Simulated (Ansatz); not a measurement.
## Electronic structure of BBrCl$_{2}$ (SMILES ClB(Cl)Br) in real space

Input file:

```
crystal:
  periodic: [false, false, false]
  atoms:
    - {symbol: Cl, position_ang: [0.582081, 0.666012, 1.510832]}
    - {symbol: B, position_ang: [0.037173, -0.038137, 0.022069]}
    - {symbol: Cl, position_ang: [0.444343, -1.679190, -0.365643]}
    - {symbol: Br, position_ang: [-1.008097, 0.991114, -1.187559]}
basis:
  gaussian: {orbitals: def2-TZVPP}
hamiltonian: {xc: pbe0, dispersion: d4}
output: {orbitals: {seedname: orbitals}}
```

Run with:

```sh
ansatz run in.yaml --threads 2 --pin off --events-out ev --progress --plain --max-ram 32768MiB --backend cpu
```

Geometry: PBE0-D4/def2-TZVP.

Level of theory: RKS PBE0-D4/def2-TZVPP in Ansatz 0.2.0.

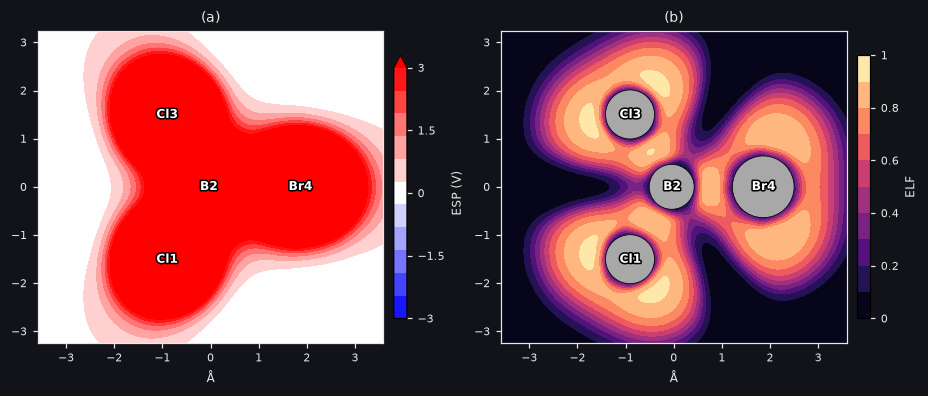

Figure 1. (a) electrostatic potential; (b) ELF on the molecular plane. Grey discs cover the atomic cores in the ELF map.

**Describe what can be read from this map.**

- Atoms in the plane: Cl, B and Br.
- B–Cl (1.73 Å): the ELF peaks at about 0.90 between the atoms (a shared but strongly polarised pair).
- B–Br (1.90 Å): the ELF peaks at about 0.90 between the atoms, as expected for a shared but strongly polarised pair.
- The ELF also peaks beside Cl1, Br4 and Cl3, away from the bonds: lone-pair regions.
- The potential has no marked negative region in this plane.

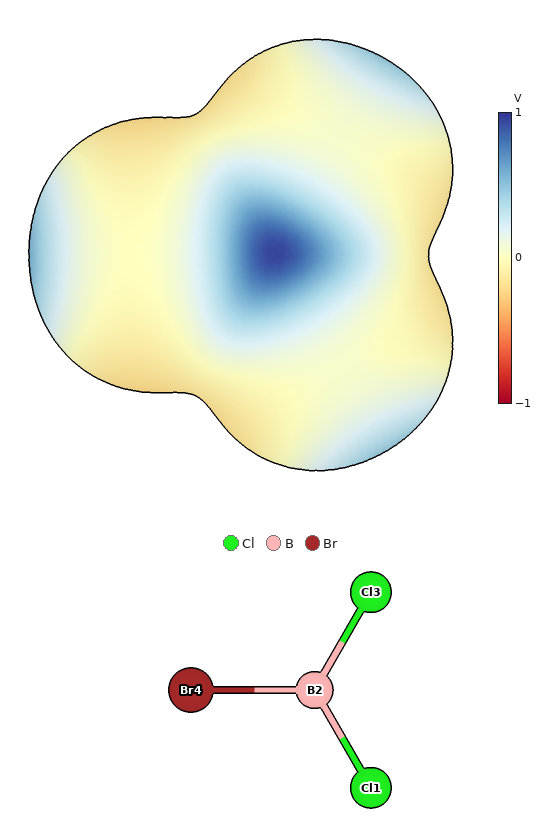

Figure 2. The electrostatic potential painted on the density surface at 0.001 e/bohr³, seen at a tilt; the colour scale runs from red (negative) to blue (positive). The bare structure is drawn below in the same view.

**Describe the electrostatic potential map.**

The most negative region (about −0.2 V) lies over Cl1, Cl3 and Br4, the most positive (about +0.9 V) over B2. Cl1 shows a σ-hole: about +0.5 V at the tip opposite its bond, against about 0.0 V on its flanks. Cl3 shows a σ-hole: about +0.5 V at the tip opposite its bond, against about −0.1 V on its flanks. Br4 shows a σ-hole: about +0.6 V at the tip opposite its bond, against about −0.1 V on its flanks.

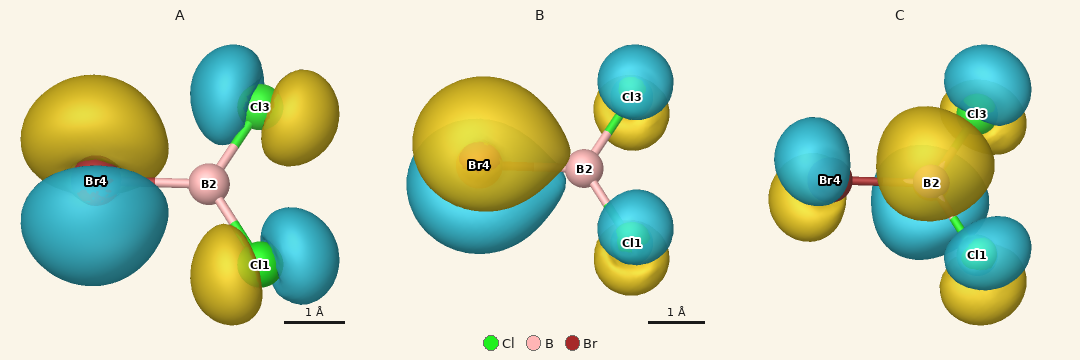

Figure 3. Three frontier orbitals at ±0.1 Å⁻³ᐟ² (yellow and cyan are the two phases), in no order.

**Order the three orbitals by energy and name them.**

B is the HOMO−1 (−9.17 eV). Its weight (Hirshfeld) is mainly on Br4 (about 80 %), Cl1 (about 10 %) and Cl3 (about 10 %); it changes sign across the molecular plane (π type). A is the HOMO (−8.66 eV). By Hirshfeld shares it lies mainly on Br4 (about 70 %), Cl1 (about 15 %) and Cl3 (about 15 %); it is symmetric in the molecular plane (an in-plane orbital: σ, lone-pair or in-plane π type); largely a lone pair of Br4. C is the LUMO (−1.83 eV). It lies mainly on B2 (about 45 %), Cl1 (about 20 %), Cl3 (about 20 %) and Br4 (about 20 %); it changes sign across the molecular plane (π type); π-antibonding (a node) across Cl1–B2, B2–Cl3 and B2–Br4.

**What is the HOMO–LUMO gap?**

6.83 eV between the orbital energies.
